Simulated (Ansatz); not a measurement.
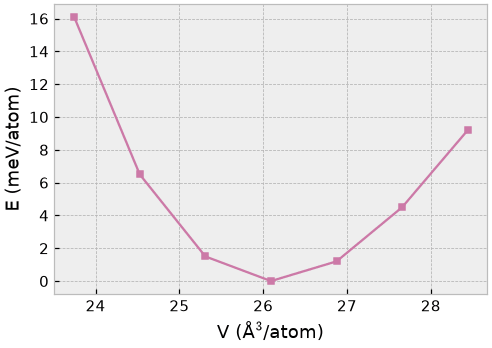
GaCuBr$_{4}$ in space group P-42c (No. 112; Ga on 2d, Cu on 2e, Br on 8n) under volume change, DFT-LDA in the program Ansatz with PAW potentials, shape and atoms relaxed at each volume.

### Question
What does a third-order Birch–Murnaghan fit give for V₀, B₀ and B′?

### Answer
V₀ = 26.09 Å³/atom, B₀ = 18.2 GPa, B′ = 8.6.

The workflow started from a Materials Project entry (that database holds measured and hypothetical structures alike); the Crystallography Open Database copy checked does not list it. Its standing as an ambient phase is unchecked. The LDA relaxation kept the symmetry of its start; phonons on a q-mesh show no instability. No spin polarisation was allowed.

Potentials: the later of the program's two PAW sets.
